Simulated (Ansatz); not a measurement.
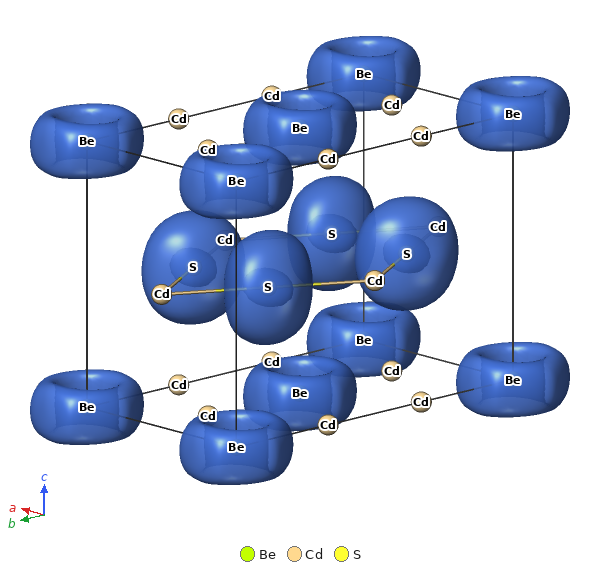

BeCd₃S₂. Isosurface of the electron localisation function at 0.65 (blue), seen at an oblique angle. Only the valence region is drawn (cores and ρ < 0.01 e/Å³ removed). Sticks mark near contacts.

Space group Cmmm; a structure generated by program, which may or may not match a known phase.

These are results of DFT PBE, scalar-relativistic, plane waves, PAW (Ansatz), not measurements.

```
CELL_PARAMETERS angstrom
4.96758 0.00000 0.00000
0.00000 8.78534 0.00000
0.00000 0.00000 6.31694
ATOMIC_POSITIONS crystal
Be 0.00000 0.00000 0.00000
Be 0.50000 0.50000 0.00000
Cd 0.00000 0.50000 0.50000
Cd 0.50000 0.00000 0.50000
Cd 0.00000 0.33166 0.00000
Cd 0.50000 0.83166 0.00000
Cd 0.00000 0.66834 0.00000
Cd 0.50000 0.16834 0.00000
S 0.25000 0.75000 0.50000
S 0.75000 0.25000 0.50000
S 0.25000 0.25000 0.50000
S 0.75000 0.75000 0.50000
```

> Where are the electrons localised?

The ELF exceeds this value in two regions wrapped around Be (the valence shell of each) and four regions wrapped around S (the valence shell of each), counted in one cell of 12 atoms. Any copies at cell faces, edges or corners count once. Along the contacts the grid gives the following. Cd–S (2.52 Å): the ELF peaks at about 0.85 in the valence shell of S, 0.8 Å from its nucleus, and drops to about 0.15 between the two atoms. Be–Cd (2.89 Å): the ELF is about 0.40 at the midpoint.
